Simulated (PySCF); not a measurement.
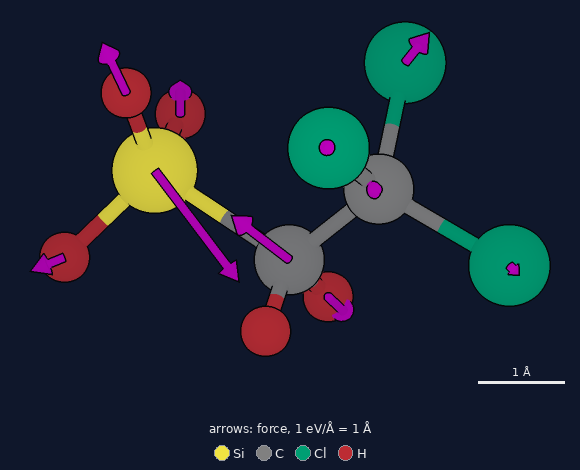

Starting geometry of C2H5Cl3Si with the computed forces as purple arrows. The picture is a ball-and-stick view, seen at a tilt.

The start comes from GFN2-xTB. Its atoms were then displaced at random by about 0.01 Å.

These are results of PySCF 2.14.0, density-fitted response routines, PBE0-D3(BJ)/def2-SVP geometry optimisation, gas phase, not measurements. 

What follows when this structure is relaxed?

It isn't relaxed: the largest force vector, on the Si atom, is 1.65 eV/Å. The final displacements have little in common with the starting forces (cosine between the two patterns 0.28). Over 4 geometry steps the energy falls by 0.097 eV. The atom that moves furthest after the best rigid fit is a Cl atom (0.15 Å). By element the largest moves are Cl 0.15 Å, H 0.11 Å, Si 0.05 Å, C 0.04 Å. Among the contacts that change: Cl–Si 3.193 → 3.349 Å, C–Si 1.952 → 1.907 Å, H–Si 1.446 → 1.489 Å, C–H 1.080 → 1.102 Å. Among the angles between lasting bonds that change: H–Si–H 114.2° → 110.1°, Si–C–C 112.8° → 116.5°, C–Si–H 108.9° → 111.6°.
